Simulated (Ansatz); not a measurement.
The starting structures come from a database of crystals and need not be the phases stable at ambient conditions.

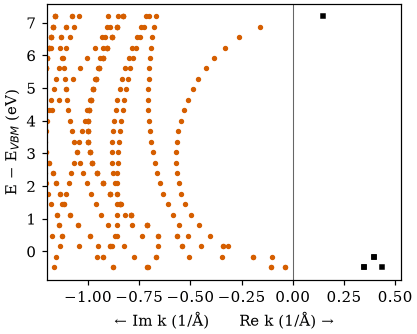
Figure: Complex bands at the centre of the two-dimensional zone; r2SCAN (Ansatz, a quantum-chemistry and plane-wave program)

No gap correction and no spin-orbit coupling; mid-gap values are interpolated between computed energies.

This is K$_{2}$NaYF$_{6}$ (Fm-3m, not sure to be the ambient phase, 10 atoms a cell, 17.7 Å³ an atom, -3 GPa at this level) along the normal of (001). Read off the slowest decay at the centre of the two-dimensional zone at 3.68 eV, the computed energy nearest the middle of the gap.

κ ≈ 0.56 1/Å, a decay length 1/(2κ) of the density of 0.89 Å.
